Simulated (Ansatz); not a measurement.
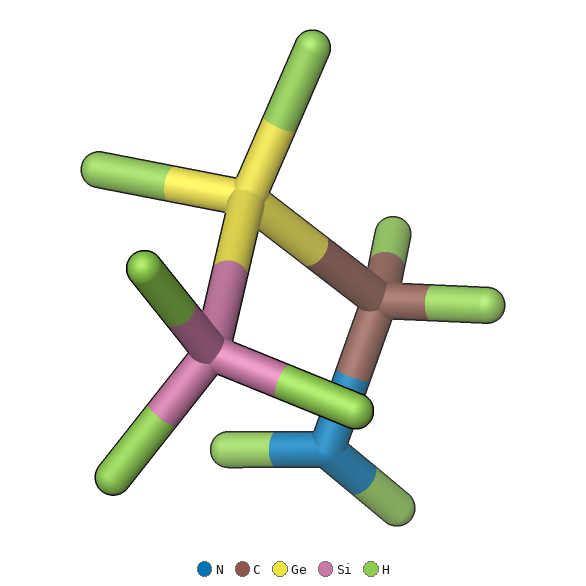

Computed geometry: PBE0-D4/def2-TZVP optimisation. No frequency run is at hand to confirm it as a minimum. Program: Ansatz 0.2.0.

Compare HOMO–LUMO gap (eV) at these levels: B3LYP-D4/def2-TZVPP; PBE-D4/def2-TZVPP; PBE0-D4/def2-TZVPP; r2SCAN-D4/def2-TZVPP; ωB97M-V/def2-TZVPP; ωB97X-V/def2-TZVPP.

| level | HOMO–LUMO gap (eV) |
| --- | --- |
| B3LYP-D4/def2-TZVPP | 6.84 |
| PBE-D4/def2-TZVPP | 5.08 |
| PBE0-D4/def2-TZVPP | 7.31 |
| r2SCAN-D4/def2-TZVPP | 5.73 |
| ωB97M-V/def2-TZVPP | 11.23 |
| ωB97X-V/def2-TZVPP | 11.67 |
